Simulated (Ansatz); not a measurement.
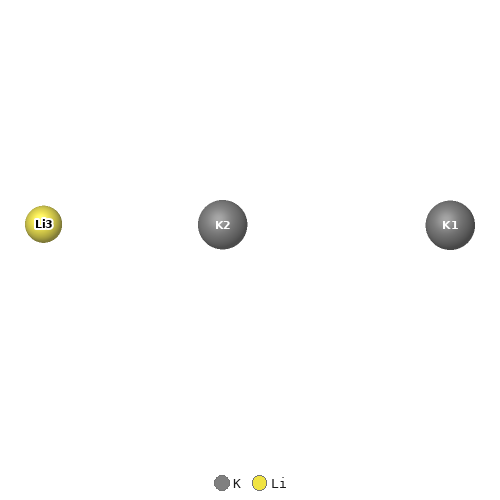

The system is K⁺ + KLi; the picture shows the reference structure. 
- Coordinates scanned: (1) distance K1–K2; (2) distance K2–Li3.
- Nothing is relaxed (the angle K1–K2–Li3 is fixed at 180 degrees).
- Grid: 17 × 17 points.
- Energies: kJ/mol, counted from K with charge +1 far from the relaxed KLi (each part in its own basis).
- The restricted reference is unstable at some or all points, so the energies there are unreliable.
- All numbers below come from Ansatz 0.2.0, RHF-MP2, frozen core/def2-TZVPD.

Its coordinates:

```xyz
3

K    -4.4690    0.0000    0.0000
K     0.0000    0.0000    0.0000
Li    3.5160    0.0000    0.0000
```

Range: distance K1–K2 from 3.248 to 4.848 Å; distance K2–Li3 from 2.648 to 4.248 Å.

What will the energy surface look like?

Answer. The lowest grid point is at distance K1–K2 = 4.469 Å, distance K2–Li3 = 3.516 Å, −30.8 kJ/mol from K with charge +1 far from the relaxed KLi (each part in its own basis). It is the only kind of minimum in the scanned range. The highest grid point, distance K1–K2 = 3.248 Å, distance K2–Li3 = 2.648 Å, lies 73.8 kJ/mol above the lowest.

| distance K2–Li3 ↓, distance K1–K2 → | 3.292 | 3.430 | 3.601 | 3.794 | 4.005 | 4.231 | 4.469 | 4.719 |
| --- | --- | --- | --- | --- | --- | --- | --- | --- |
| 4.248 | 11.9 | 2.7 | −6.2 | −13.5 | −18.6 | −21.5 | −22.4 | −21.7 |
| 3.993 | 6.4 | −2.7 | −11.4 | −18.4 | −23.4 | −26.2 | −27.0 | −26.3 |
| 3.749 | 2.5 | −6.5 | −15.0 | −21.9 | −26.6 | −29.3 | −30.0 | −29.2 |
| 3.516 | 0.8 | −8.0 | −16.4 | −23.0 | −27.6 | −30.1 | −30.8 | −29.9 |
| 3.298 | 2.2 | −6.5 | −14.7 | −21.2 | −25.6 | −28.0 | −28.5 | −27.6 |
| 3.095 | 7.4 | −1.3 | −9.4 | −15.7 | −20.0 | −22.2 | −22.6 | −21.6 |
| 2.912 | 16.4 | 7.8 | −0.2 | −6.5 | −10.7 | −12.7 | −13.1 | −11.9 |
| 2.755 | 28.6 | 19.9 | 11.9 | 5.7 | 1.6 | −0.4 | −0.6 | 0.6 |
| 2.648 | 39.7 | 31.1 | 23.0 | 16.8 | 12.8 | 10.8 | 10.7 | 11.9 |

The table holds every second grid line.

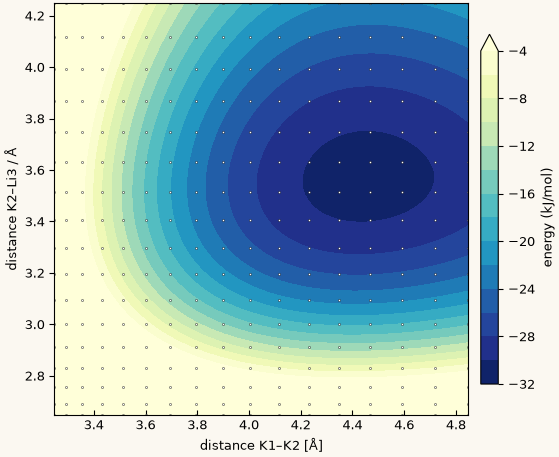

In the figure: filled contours, dots at the grid points, one colour for all values above the top of the scale. Between grid points the surface is interpolated.

Time for the 289 points that were run: 27 min on 1 thread of Arm Neoverse N1 (shared host).
